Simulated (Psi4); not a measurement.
# Single-point calculation of BH₂OF

- system: BH₂OF, SMILES OBF
- method: MP2-F12/cc-pVDZ-F12, RHF (Psi4 1.11)

The geometry was optimised with B3LYP/6-31+G*.

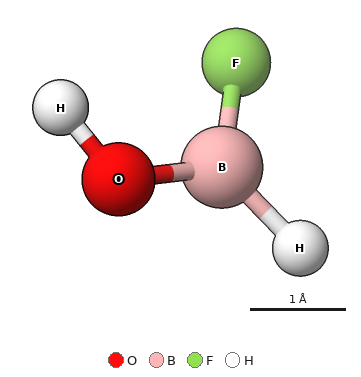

Figure 1. The structure as given in the input (ball-and-stick view, seen at a tilt). Bond lengths as drawn: B–F 1.35 Å, B–H 1.19 Å, B–O 1.35 Å and H–O 0.97 Å.

**Results in brief**

| quantity | value |
| --- | --- |
| outcome | converged |
| total energy | −201.028069 hartree |
| SCF energy | −200.343528 hartree |
| MP2 energy | −200.888339 hartree |
| correlation energy | −0.676255 hartree |
| basis functions | 108 |
| HOMO of the SCF reference | −14.75 eV |
| LUMO of the SCF reference | 1.16 eV |
| hardware | 1 thread of Intel Xeon (Granite Rapids), 64 GiB of memory available, shared host |
| wall time | 23 s |
| peak memory | 2.3 GiB |

**Input (calc.in)**
```
memory 1600 mb

molecule {
  0 1
  O     -1.83554579     0.30014709     0.30170800
  B      0.69052104    -0.05559007     0.39376223
  F      1.97339375    -0.61492633    -1.73081717
  H     -2.54311027     0.10926019    -1.38208522
  H      1.79680451     0.12444224     2.34175428
  units au
}

set basis cc-pVDZ-F12
set freeze_core true

result, w = energy('mp2-f12', return_wfn=True)
print_variables()
```

Launch command:
```bash
psi4 -n 1 calc.in calc.out
```

**What the program printed**
```
Psi4 1.11 release

    SCF Algorithm Type (re)set to DF.

   => Loading Basis Set <=

    Name: CC-PVDZ-F12
    Role: ORBITAL
    Keyword: BASIS

         ---------------------------------------------------------
                                   SCF
                              RHF Reference
                        1 Threads,   1525 MiB Core
         ---------------------------------------------------------

  ==> Geometry <==

    Molecular point group: c1
    Full point group: C1

    Geometry (in Bohr), charge = 0, multiplicity = 1:

       Center              X                  Y                   Z               Mass
    ------------   -----------------  -----------------  -----------------  -----------------
         O           -2.147550829533     0.451303465827     0.775584714974    15.994914619570
         B            0.378516000467     0.095566305827     0.867638944974    11.009305360000
         F            1.661388710467    -0.463769954173    -1.256940455026    18.998403162730
         H           -2.855115309533     0.260416565827    -0.908208505026     1.007825032230
         H            1.484799470467     0.275598615827     2.815630994974     1.007825032230

  Running in c1 symmetry.

  Rotational constants: A =      2.10851  B =      0.34596  C =      0.29720 [cm^-1]
  Rotational constants: A =  63211.43904  B =  10371.66222  C =   8909.75942 [MHz]
  Nuclear repulsion =   63.835413948854054

  Charge       = 0
  Multiplicity = 1
  Electrons    = 24
  Nalpha       = 12
  Nbeta        = 12

  ==> Algorithm <==

  SCF Algorithm Type is DF.
  DIIS enabled.
  MOM disabled.
  Fractional occupation disabled.
  Guess Type is SAD.
  Energy threshold   = 1.00e-08
  Density threshold  = 1.00e-08
  Integral threshold = 1.00e-12

  ==> Primary Basis <==

  Basis Set: CC-PVDZ-F12
    Blend: CC-PVDZ-F12
    Number of shells: 46
    Number of basis functions: 108
    Number of Cartesian functions: 114
    Spherical Harmonics?: true
    Max angular momentum: 2

   => Loading Basis Set <=

    Name: (CC-PVDZ-F12 AUX)
    Role: RIFIT
    Keyword: DF_BASIS_F12

  ==> Integral Setup <==

  DFHelper Memory: AOs need 0.051 GiB; user supplied 1.118 GiB.
  SCF_SUBTYPE=INCORE selected. In-core MEM_DF algorithm will be used.
  Using in-core AOs.

  ==> MemDFJK: Density-Fitted J/K Matrices <==

    J tasked:                   Yes
    K tasked:                   Yes
    wK tasked:                   No
    Memory [MiB]:              1144
    Algorithm:                 Core
    Schwarz Cutoff:           1E-12
    Mask sparsity (%):       0.5316
    Fitting Condition:        1E-10

   => Auxiliary Basis Set <=

  Basis Set: (CC-PVDZ-F12 AUX)
    Blend: DEF2-QZVPP-RI
    Number of shells: 131
    Number of basis functions: 535
    Number of Cartesian functions: 715
    Spherical Harmonics?: true
    Max angular momentum: 5

  Minimum eigenvalue in the overlap matrix is 5.8930679376E-04.
  Reciprocal condition number of the overlap matrix is 7.8643916341E-05.
    Using symmetric orthogonalization.

  ==> Pre-Iterations <==

  SCF Guess: Superposition of Atomic Densities via on-the-fly atomic UHF (no occupation information).

   -------------------------
    Irrep   Nso     Nmo
   -------------------------
     A        108     108
   -------------------------
    Total     108     108
   -------------------------

  ==> Iterations <==

                           Total Energy        Delta E     RMS |[F,P]|

   @DF-RHF iter SAD:  -199.28550880522067   -1.99286e+02   0.00000e+00
   @DF-RHF iter   1:  -200.25570786550873   -9.70199e-01   4.63610e-03 ADIIS/DIIS
   @DF-RHF iter   2:  -200.31357772719514   -5.78699e-02   2.97329e-03 ADIIS/DIIS
   @DF-RHF iter   3:  -200.34300977229412   -2.94320e-02   2.37565e-04 ADIIS/DIIS
   @DF-RHF iter   4:  -200.34348889729588   -4.79125e-04   7.38922e-05 DIIS
   @DF-RHF iter   5:  -200.34352240883752   -3.35115e-05   2.64212e-05 DIIS
   @DF-RHF iter   6:  -200.34352710450997   -4.69567e-06   7.66831e-06 DIIS
   @DF-RHF iter   7:  -200.34352765573561   -5.51226e-07   1.54876e-06 DIIS
   @DF-RHF iter   8:  -200.34352768980281   -3.40672e-08   3.67340e-07 DIIS
   @DF-RHF iter   9:  -200.34352769144331   -1.64050e-09   8.69803e-08 DIIS
   @DF-RHF iter  10:  -200.34352769154700   -1.03682e-10   1.96705e-08 DIIS
   @DF-RHF iter  11:  -200.34352769155308   -6.08225e-12   4.85434e-09 DIIS
  Energy and wave function converged.

  ==> Post-Iterations <==

    Orbital Energies [Eh]
    ---------------------

    Doubly Occupied:

       1A    -26.302492     2A    -20.595157     3A     -7.683770
       4A     -1.612812     5A     -1.388754     6A     -0.798843
       7A     -0.753737     8A     -0.705759     9A     -0.677753
      10A     -0.584847    11A     -0.551350    12A     -0.541979

    Virtual:

      13A      0.042675    14A      0.047423    15A      0.053092
      16A      0.056297    17A      0.152765    18A      0.154904
      19A      0.173422    20A      0.197442    21A      0.210985
      22A      0.220713    23A      0.243529    24A      0.244494
      25A      0.283813    26A      0.292759    27A      0.329185
      28A      0.372798    29A      0.399846    30A      0.450496
      31A      0.501121    32A      0.569516    33A      0.614834
      34A      0.643058    35A      0.659641    36A      0.696789
      37A      0.727717    38A      0.768461    39A      0.851755
      40A      0.904919    41A      0.947738    42A      0.948034
      43A      0.982762    44A      1.023042    45A      1.036054
      46A      1.166435    47A      1.199186    48A      1.214335
      49A      1.244862    50A      1.325958    51A      1.378816
      52A      1.417073    53A      1.453080    54A      1.461659
      55A      1.520262    56A      1.577488    57A      1.666849
      58A      1.702549    59A      1.837238    60A      1.875971
      61A      1.910881    62A      2.027096    63A      2.071622
      64A      2.149022    65A      2.318449    66A      2.440127
      67A      2.562637    68A      2.566963    69A      2.685921
      70A      2.756927    71A      2.922434    72A      3.007311
      73A      3.077554    74A      3.175891    75A      3.235166
      76A      3.323954    77A      3.382717    78A      3.453447
      79A      3.660328    80A      3.868695    81A      3.993637
      82A      4.382949    83A      4.775841    84A      4.791921
      85A      4.813066    86A      4.897302    87A      4.917557
      88A      4.955674    89A      4.998936    90A      5.220708
      91A      5.411573    92A      5.836576    93A      5.843042
      94A      5.933998    95A      6.023483    96A      6.026661
      97A      6.228730    98A      6.569492    99A      6.987308
     100A      7.546820   101A     10.608587   102A     12.873437
     103A     16.675042   104A     16.960280   105A     17.349300
     106A     21.018039   107A     21.042905   108A     21.394431

    Final Occupation by Irrep:
              A
    DOCC [    12 ]
    NA   [    12 ]
    NB   [    12 ]

  @DF-RHF Final Energy:  -200.34352769155308

   => Energetics <=

    Nuclear Repulsion Energy =             63.8354139488540540
    One-Electron Energy =                -403.9633775268750924
    Two-Electron Energy =                 139.7844358864679464
    Total Energy =                       -200.3435276915530778

Computation Completed

Properties will be evaluated at   0.000000,   0.000000,   0.000000 [a0]

Properties computed using the SCF density matrix

 Multipole Moments:

 ------------------------------------------------------------------------------------
     Multipole            Electronic (a.u.)      Nuclear  (a.u.)        Total (a.u.)
 ------------------------------------------------------------------------------------

 L = 1.  Multiply by 2.5417464519 to convert [e a0] to [Debye]
 Dipole X            :          1.4209292           -1.7056441           -0.2847149
 Dipole Y            :         -0.4442636            0.4503448            0.0060813
 Dipole Z            :         -1.3372921            1.1378308           -0.1994613
 Magnitude           :                                                    0.3476843

 ------------------------------------------------------------------------------------

	total time  =          1 seconds =       0.02 minutes

  //>>>>>>>>>>>>>>>>>>>>>>>>>>>>>>>>>>>//
  //               DFMP2               //
  //<<<<<<<<<<<<<<<<<<<<<<<<<<<<<<<<<<<//

   => Loading Basis Set <=

    Name: (CC-PVDZ-F12 AUX)
    Role: RIFIT
    Keyword: DF_BASIS_F12

	 --------------------------------------------------------
	                          DF-MP2
	      2nd-Order Density-Fitted Moller-Plesset Theory
	              RMP2 Wavefunction,   1 Threads

	 --------------------------------------------------------

   => Auxiliary Basis Set <=

  Basis Set: (CC-PVDZ-F12 AUX)
    Blend: DEF2-QZVPP-RI
    Number of shells: 131
    Number of basis functions: 535
    Number of Cartesian functions: 715
    Spherical Harmonics?: true
    Max angular momentum: 5

	 --------------------------------------------------------
	                 NBF =   108, NAUX =   535
	 --------------------------------------------------------
	   CLASS    FOCC     OCC    AOCC    AVIR     VIR    FVIR
	   PAIRS       3      12       9      96      96       0
	 --------------------------------------------------------

	-----------------------------------------------------------
	 ==================> DF-MP2 Energies <====================
	-----------------------------------------------------------
	 Reference Energy          =    -200.3435276915530778 [Eh]
	 Singles Energy            =      -0.0000000000000000 [Eh]
	 Same-Spin Energy          =      -0.1416580006202389 [Eh]
	 Opposite-Spin Energy      =      -0.4031529100964171 [Eh]
	 Correlation Energy        =      -0.5448109107166560 [Eh]
	 Total Energy              =    -200.8883386022697266 [Eh]
	-----------------------------------------------------------
	 ================> DF-SCS-MP2 Energies <==================
	-----------------------------------------------------------
	 SCS Same-Spin Scale       =       0.3333333333333333 [-]
	 SCS Opposite-Spin Scale   =       1.2000000000000000 [-]
	 SCS Same-Spin Energy      =      -0.0472193335400796 [Eh]
	 SCS Opposite-Spin Energy  =      -0.4837834921157005 [Eh]
	 SCS Correlation Energy    =      -0.5310028256557802 [Eh]
	 SCS Total Energy          =    -200.8745305172088536 [Eh]
	-----------------------------------------------------------

	total time  =          0 seconds =       0.00 minutes

  //>>>>>>>>>>>>>>>>>>>>>>>>>>>>>>>>>>>//
  //              MP2-F12              //
  //<<<<<<<<<<<<<<<<<<<<<<<<<<<<<<<<<<<//

 -----------------------------------------------------------
                      DF-MP2-F12/3C(FIX)
             Density-Fitted Explicitly Correlated
               2nd Order Moeller-Plesset Theory
                RMP2 Wavefunction,  1 Threads

 -----------------------------------------------------------

 Using DF INCORE algorithm

 ===> Forming the OBS and CABS <===

  Orbital Basis Set (OBS)
  Basis Set: CC-PVDZ-F12
    Blend: CC-PVDZ-F12
    Number of shells: 46
    Number of basis functions: 108
    Number of Cartesian functions: 114
    Spherical Harmonics?: true
    Max angular momentum: 2

  Complementary Auxiliary Basis Set (CABS)
    Orthogonalizing basis for space RIBS.
    0 linear dependencies will be 'removed'.
    Projecting out 'ALL' from 'RIBS' to obtain space 'CABS'
    0 linear dependencies will be 'removed'.
        Orbital space before projecting out:    (n = 1): 350
        Orbital space after projecting out:     (n = 1): 242

  Basis Set: CABS
    Blend: CC-PVDZ-F12 + CC-PVDZ-F12-OPTRI
    Number of shells: 110
    Number of basis functions: 350
    Number of Cartesian functions: 417
    Spherical Harmonics?: true
    Max angular momentum: 4

  Auxiliary Basis Set
  Basis Set: (CC-PVDZ-F12 AUX)
    Blend: DEF2-QZVPP-RI
    Number of shells: 131
    Number of basis functions: 535
    Number of Cartesian functions: 715
    Spherical Harmonics?: true
    Max angular momentum: 5

  Frozen Core Orbitals:   3

  ----------------------------------------
      NOCC   NOBS   NCABS    NRI   NAUX
  ----------------------------------------
        12    108     242    350    535
  ----------------------------------------

 ===> Forming the Integrals <===
 No screening will be used to compute integrals
   Fock Matrix
   One-Electron Integrals
     Forming J
     Forming K

 ===> Forming the F12 Intermediate Tensors <===
   [J_AB]^(-1)
   V Intermediate
   X Intermediate
   C Intermediate
   B Intermediate

 ===> Computing F12/3C(FIX) Energy Correction <===

  i   j  |     E_F12(Singlet)     E_F12(Triplet)            E_F12
 ----------------------------------------------------------------------
  4   4  |    -0.002791440708     0.000000000000      -0.002791440708
  4   5  |    -0.000095120320    -0.000022692016      -0.000117812336
  4   6  |    -0.002993141101    -0.000487963751      -0.003481104852
  4   7  |    -0.003703972923    -0.000581336029      -0.004285308952
  4   8  |    -0.005672097903    -0.001121802990      -0.006793900893
  4   9  |    -0.006983312387    -0.001362277735      -0.008345590122
  4  10  |    -0.001712988980    -0.000345230114      -0.002058219093
  4  11  |    -0.000582255069    -0.000141633208      -0.000723888278
  4  12  |    -0.001285020329    -0.000294022418      -0.001579042748
  5   5  |    -0.002706323230     0.000000000000      -0.002706323230
  5   6  |    -0.003046632962    -0.000425497174      -0.003472130136
  5   7  |    -0.003284144035    -0.000476060115      -0.003760204150
  5   8  |    -0.000974129682    -0.000216329354      -0.001190459036
  5   9  |    -0.000386594597    -0.000111312008      -0.000497906605
  5  10  |    -0.005108425999    -0.000970086315      -0.006078512313
  5  11  |    -0.005983409471    -0.001304377818      -0.007287787290
  5  12  |    -0.000693182444    -0.000167638121      -0.000860820565
  6   6  |    -0.001808186106     0.000000000000      -0.001808186106
  6   7  |    -0.003887761818    -0.000142302575      -0.004030064393
  6   8  |    -0.001733936782    -0.000962404533      -0.002696341314
  6   9  |    -0.001618913590    -0.001093358382      -0.002712271972
  6  10  |    -0.001798958602    -0.001007390419      -0.002806349021
  6  11  |    -0.001569320727    -0.001081937438      -0.002651258165
  6  12  |    -0.001603547332    -0.000337996022      -0.001941543354
  7   7  |    -0.002337582212     0.000000000000      -0.002337582212
  7   8  |    -0.001679035692    -0.001183613409      -0.002862649101
  7   9  |    -0.001795042283    -0.001308802311      -0.003103844594
  7  10  |    -0.002000208330    -0.001107643735      -0.003107852064
  7  11  |    -0.001706053514    -0.001193236283      -0.002899289796
  7  12  |    -0.001043574830    -0.000372158430      -0.001415733261
  8   8  |    -0.003128481952     0.000000000000      -0.003128481952
  8   9  |    -0.002643794431    -0.002052900986      -0.004696695417
  8  10  |    -0.002494891460    -0.000274937072      -0.002769828531
  8  11  |    -0.000724694462    -0.000541325834      -0.001266020296
  8  12  |    -0.002046521907    -0.000265503013      -0.002312024920
  9   9  |    -0.004482622580     0.000000000000      -0.004482622580
  9  10  |    -0.000921096280    -0.000724048668      -0.001645144948
  9  11  |    -0.001175665494    -0.000063756133      -0.001239421627
  9  12  |    -0.000672050708    -0.000549414682      -0.001221465390
 10  10  |    -0.003653369184     0.000000000000      -0.003653369184
 10  11  |    -0.002942489049    -0.001976999946      -0.004919488995
 10  12  |    -0.000630174164    -0.000307932123      -0.000938106286
 11  11  |    -0.004355773076     0.000000000000      -0.004355773076
 11  12  |    -0.000501526773    -0.000370481482      -0.000872008255
 12  12  |    -0.003540142598     0.000000000000      -0.003540142598

 ===> DF-MP2-F12/3C(FIX) Energies <===

     RHF Reference Energy:              -200.343527691553
     CABS Singles Correction:            -0.008286214628
     CABS-corrected Reference Energy:   -200.351813906181
     MP2 Correlation Energy:             -0.544810910717
     F12/3C(FIX) Correction Energy:      -0.131444010716
     MP2-F12/3C(FIX) Correlation Energy: -0.676254921433
  Total DF-MP2-F12/3C(FIX) Energy:      -201.028068827614

	total time  =         21 seconds =       0.35 minutes

  Variable Map:
  ----------------------------------------------------------------------------
  "CURRENT CORRELATION ENERGY"               =>      -0.676254921433
  "CURRENT ENERGY"                           =>    -201.028068827614
  "CURRENT REFERENCE ENERGY"                 =>    -200.351813906181
  "CUSTOM SCS-MP2 CORRELATION ENERGY"        =>      -0.531002825656
  "CUSTOM SCS-MP2 TOTAL ENERGY"              =>    -200.874530517209
  "DD SOLVATION ENERGY"                      =>       0.000000000000
  "F12 CABS CORRECTION ENERGY"               =>      -0.008286214628
  "HF KINETIC ENERGY"                        =>     200.094729401277
  "HF POTENTIAL ENERGY"                      =>    -400.438257092830
  "HF TOTAL ENERGY"                          =>    -200.343527691553
  "HF VIRIAL RATIO"                          =>       2.001243402518
  "HF-CABS TOTAL ENERGY"                     =>    -200.351813906181
  "MP2 CORRELATION ENERGY"                   =>      -0.544810910717
  "MP2 DOUBLES ENERGY"                       =>      -0.544810910717
  "MP2 OPPOSITE-SPIN CORRELATION ENERGY"     =>      -0.403152910096
  "MP2 SAME-SPIN CORRELATION ENERGY"         =>      -0.141658000620
  "MP2 SINGLES ENERGY"                       =>      -0.000000000000
  "MP2 TOTAL ENERGY"                         =>    -200.888338602270
  "MP2-F12 CORRECTION ENERGY"                =>      -0.131444010716
  "MP2-F12 CORRELATION ENERGY"               =>      -0.676254921433
  "MP2-F12 DOUBLES ENERGY"                   =>      -0.676254921433
  "MP2-F12 OPPOSITE-SPIN CORRELATION ENERGY" =>      -0.509650518171
  "MP2-F12 SAME-SPIN CORRELATION ENERGY"     =>      -0.166604403262
  "MP2-F12 SINGLES ENERGY"                   =>       0.000000000000
  "MP2-F12 TOTAL ENERGY"                     =>    -201.028068827614
  "NUCLEAR REPULSION ENERGY"                 =>      63.835413948854
  "ONE-ELECTRON ENERGY"                      =>    -403.963377526875
  "PCM POLARIZATION ENERGY"                  =>       0.000000000000
  "PE ENERGY"                                =>       0.000000000000
  "SCF ITERATION ENERGY"                     =>    -200.343527691553
  "SCF ITERATIONS"                           =>      11.000000000000
  "SCF TOTAL ENERGY"                         =>    -200.343527691553
  "SCS-MP2 CORRELATION ENERGY"               =>      -0.531002825656
  "SCS-MP2 TOTAL ENERGY"                     =>    -200.874530517209
  "TWO-ELECTRON ENERGY"                      =>     139.784435886468

  Array Variable Map:
  ----------------------------------------------------------------------------
  "CURRENT DIPOLE"                           =>      -0.284714924934 ... -0.199461298052 1 by 3
  "SCF DIPOLE"                               =>      -0.284714924934 ... -0.199461298052 1 by 3
  "SCF TOTAL ENERGIES"                       =>    -199.285508805221 ... -200.343527691553 1 by 12

    Psi4 run time: 0:00:22.08
```

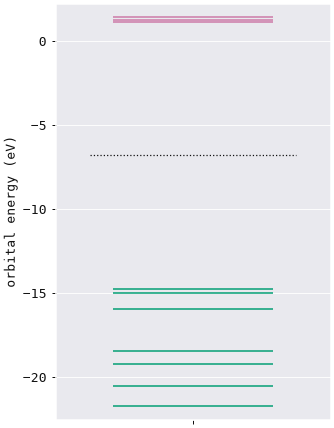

Figure 2. Orbital energies near the frontier (SCF reference); the dotted line parts filled from empty levels, and levels within 0.02 eV of each other stand side by side. Highest filled −14.75 eV, lowest empty 1.16 eV, 15.91 eV apart.
